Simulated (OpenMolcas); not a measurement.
# AlPNH4OF (SMILES [NH2][Al]([F])[PH]O) at 6 levels

We compute a comparison of 6 runs (B3LYP/6-31G*, B2PLYP/def2-SVP, PBE/def2-SVP, PBE0/def2-SVP, revPBE/def2-SVP, CCSD(T)/def2-SVP) of AlPNH4OF. 

Program for the calculation: OpenMolcas 26.06.

1 further run of the same task is left out (set aside as unsound or not needed).

## 1. The system as given

AlPNH4OF: 9 atoms, total charge 0, spin state singlet. SMILES: `[NH2][Al]([F])[PH]O`. The P4–H8 distance was set to 1.859 Å, away from the relaxed value.

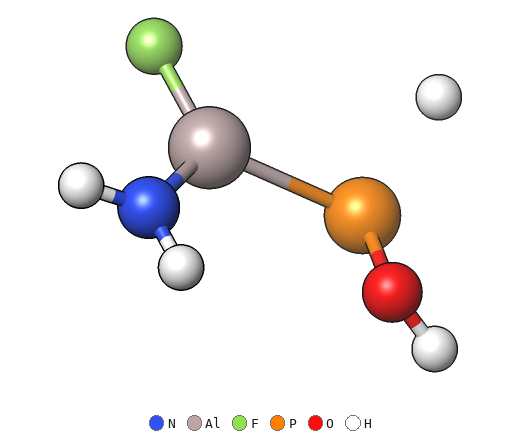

The structure, seen from a chosen angle (nitrogen blue, aluminium light grey, fluorine green, phosphorus orange, oxygen red, hydrogen white).

## 2. A single-point energy at B3LYP/6-31G(d) (Cartesian functions) (run 1)

The input, run.input:

```
>>> EXPORT MOLCAS_PRINT=2
&GATEWAY
BasLib
$CurrDir
Coord
9
angstrom
N        1.585351       1.038830      -0.602416
Al       0.978551      -0.538670      -0.131416
F        2.001451      -1.643170       0.549384
P       -1.226549      -1.161870      -0.575016
O       -1.793749       0.385330      -0.888116
H        0.990051       1.756930      -0.982516
H        2.527851       1.373130      -0.489016
H       -1.643200      -1.310200       1.230300
H       -2.561949       0.327230      -1.461216
Basis
6-31Gs
Group
NoSym
&SEWARD
GridInput
Grid=UltraFine
End of Grid
&SCF
KSDFT
B3LYP
Thresholds
1e-10 1e-07 1e-07 1e-05
PrOrbitals
1 1
```

The basis set 6-31G* is read from a file made from the Basis Set Exchange's data (not shown).

Launch:

```
$ export MOLCAS_MEM=1860
$ pymolcas run.input > run.log
```

What it wrote:

```text
--- Start Module: gateway ---
[...]
--- Stop Module: gateway /rc=_RC_ALL_IS_WELL_ ---
--- Start Module: seward ---
[...]
      Basis functions           91
--- Stop Module: seward /rc=_RC_ALL_IS_WELL_ ---
[...]
--- Start Module: scf ---
[...]
       Convergence after  15 Iterations
[...]
::    Total KS-DFT energy                            -816.0884492256
[...]
      Total spin, S                                     0.0000000000
[...]
      Total electronic charge=   56.000000
      Total            charge=   -0.000000
[...]
      Dipole Moment (debye):
      Origin of the operator (angstrom)=    0.1735   -0.5304   -0.3178
                   X= -6.0722E-01               Y=  1.9719E+00               Z= -1.8279E+00           Total=  2.7565E+00
      Quadrupole Moment (debye*angstrom):
[...]
--- Stop Module: scf /rc=_RC_ALL_IS_WELL_ ---
[...]
```

It took 28 s on 1 thread of AMD EPYC 7R43 (Zen 3), shared host; peak memory 0.5 GiB.

## 3. The energy at B2PLYP/def2-SVP (run 2)

The input, test.inp:

```
>>> EXPORT MOLCAS_PRINT=2
&gateway
baslib=$CurrDir
coord
9
bohr
N      2.99587920     1.96310419    -1.13840125
Al     1.84919339    -1.01793877    -0.24834025
F      3.78219424    -3.10514128     1.03818530
P     -2.31784169    -2.19561609    -1.08662276
O     -3.38969435     0.72816817    -1.67829601
H      1.87092524     3.32011652    -1.85668615
H      4.77694607     2.59483963    -0.92410631
H     -3.10519797    -2.47591917     2.32493005
H     -4.84138196     0.61837508    -2.76129805
basis=def2-SVP
group=NoSym
&seward
gridinput
Grid=UltraFine
End of Grid
&scf
ksdft=B2PLYP_SCF
thresholds=1e-10 1e-07 1e-07 1e-05
prorbitals=0
&mbpt2
frozen=13
```

The basis set def2-SVP is read from a file made from the Basis Set Exchange's data (not shown).

Launch:

```
$ export MOLCAS_MEM=1860
$ pymolcas test.inp > test.log
```

What it wrote:

```text
--- Start Module: gateway ---
[...]
--- Stop Module: gateway /rc=_RC_ALL_IS_WELL_ ---
[...]
      Basis functions           98
[...]
--- Start Module: scf ---
[...]
       Convergence after  15 Iterations
[...]
::    Total KS-DFT energy                            -815.0442254060
[...]
      Total spin, S                                     0.0000000000
[...]
      Total electronic charge=   56.000000
      Total            charge=   -0.000000
[...]
      Dipole Moment (debye):
      Origin of the operator (angstrom)=    0.1735   -0.5304   -0.3178
                   X= -6.1716E-01               Y=  1.8354E+00               Z= -1.7968E+00           Total=  2.6416E+00
      Quadrupole Moment (debye*angstrom):
[...]
--- Stop Module: scf /rc=_RC_ALL_IS_WELL_ ---
[...]
--- Start Module: mbpt2 ---
[...]
 ###    WARNING: MP2 implementation intended for RHF references only         ###
 ###############################################################################
MBPT2 WARNING: Reference function according to RunFile:KS-DFT
I'll assume you know what you're doing and continue
WARNING!
Default frozen orbitals as non valence orbitals is overwritten by user input.
Default values:  10
[...]
       Reference weight ( Cref**2 )         =        0.73922
::    Total MBPT2 energy                             -815.9253195457
[...]
      Total MBPT2 calculations                           0.45      0.52
--- Stop Module: mbpt2 /rc=_RC_ALL_IS_WELL_ ---
[...]
```

Run time: 30 s. Hardware: 1 thread of AMD EPYC 7R43 (Zen 3), shared host; peak memory 0.55 GiB.

Runs 3 to 5 aren't shown in full; the table further down has their settings and results.

## 4. A single-point energy at CCSD(T)/def2-SVP (Cholesky decomposition) (run 6)

The input, calc.input:

```
&GATEWAY
 BasLib = $CurrDir
 BasisSet
 N.def2-SVP....
 N1 1.585351 1.038830 -0.602416 angstrom
 End of Basis
 BasisSet
 Al.def2-SVP....
 Al2 0.978551 -0.538670 -0.131416 angstrom
 End of Basis
 BasisSet
 F.def2-SVP....
 F3 2.001451 -1.643170 0.549384 angstrom
 End of Basis
 BasisSet
 P.def2-SVP....
 P4 -1.226549 -1.161870 -0.575016 angstrom
 End of Basis
 BasisSet
 O.def2-SVP....
 O5 -1.793749 0.385330 -0.888116 angstrom
 End of Basis
 BasisSet
 H.def2-SVP....
 H6 0.990051 1.756930 -0.982516 angstrom
 H7 2.527851 1.373130 -0.489016 angstrom
 H8 -1.643200 -1.310200 1.230300 angstrom
 H9 -2.561949 0.327230 -1.461216 angstrom
 End of Basis

&SEWARD
 High

&SCF
 Thresholds = 1e-10 1e-07 1e-07 1e-05
 PrOrbitals = 0

&CHCC
 Frozen = 13
 Threshold = 1e-08
 MaxIterations = 80

&CHT3
 Frozen = 13
```

The basis set def2-SVP is read from a file made from the Basis Set Exchange's data (not shown).

Launch:

```
$ export MOLCAS_MEM=1860
$ pymolcas calc.input > calc.log
```

What it wrote:

```text
--- Start Module: gateway ---
[...]
--- Stop Module: gateway /rc=_RC_ALL_IS_WELL_ ---
[...]
      Basis functions           98
[...]
       Convergence after  15 Iterations
[...]
::    Total SCF energy                               -813.4543405831
[...]
      Total spin, S                                     0.0000000000
[...]
      Total electronic charge=   56.000000
      Total            charge=   -0.000000
[...]
      Dipole Moment (debye):
      Origin of the operator (angstrom)=    0.1735   -0.5304   -0.3178
                   X= -5.4983E-01               Y=  1.7461E+00               Z= -1.8018E+00           Total=  2.5686E+00
      Quadrupole Moment (debye*angstrom):
[...]
--- Start Module: chcc ---
[...]
--- Stop Module: chcc /rc=_RC_ALL_IS_WELL_ ---
[...]
--- Start Module: cht3 ---
[...]
--- Stop Module: cht3 /rc=_RC_ALL_IS_WELL_ ---
[...]
```

Run time: 3.8 min. Hardware: 1 thread of AMD EPYC 7R43 (Zen 3), shared host; peak memory 0.15 GiB.

## 5. Overview of the runs

```csv
run,level,Cartesian functions,frozen core orbitals,energy (Eh),dipole moment (D) of the reference,HOMO energy (eV),LUMO energy (eV),wall time
1,B3LYP/6-31G* (Cartesian functions),yes,–,-816.088449,2.76,-6.63,-1.01,28 s
2,B2PLYP/def2-SVP,no,13,-815.282121,2.64,-7.86,0.29,30 s
3,PBE/def2-SVP,no,–,-815.196529,2.83,-5.65,-1.66,34 s
4,PBE0/def2-SVP,no,–,-815.249408,2.71,-6.88,-0.88,35 s
5,revPBE/def2-SVP,no,–,-815.536829,2.81,-5.62,-1.61,37 s
6,CCSD(T)/def2-SVP (Cholesky decomposition),no,13,-814.232344,2.57,-9.63,2.21,3.8 min
```

## 6. Results

| quantity | value |
| --- | --- |
| run 6: total energy | -814.23234 Eh |
| run 6: dipole moment (mean-field density) | 2.57 D |
| run 6: HOMO energy (Hartree–Fock orbitals) | -9.63 eV |
| run 6: LUMO energy (Hartree–Fock orbitals) | 2.21 eV |
| run 6: HOMO–LUMO gap (Hartree–Fock orbitals) | 11.84 eV |
| run 6: correlation energy (13 core orbitals frozen) | -778.0 mEh |
| run 6: (T) correction | -17.96 mEh |

**Reading.** Over runs 1, 2, 3, 4, 5 the dipole moment (its size) runs from 2.64 D (B2PLYP/def2-SVP) to 2.83 D (PBE/def2-SVP). A double hybrid's value is that of its SCF part. Over runs 1, 2, 3, 4, 5 the HOMO–LUMO gap runs from 4.00 eV (PBE/def2-SVP) to 8.15 eV (B2PLYP/def2-SVP). For B2PLYP the log adds the whole second-order term; the table takes 0.27 of it, as the functional is defined. Totals of different functionals can't be ranked against each other. All runs together took 6.6 min, the longest 3.8 min.
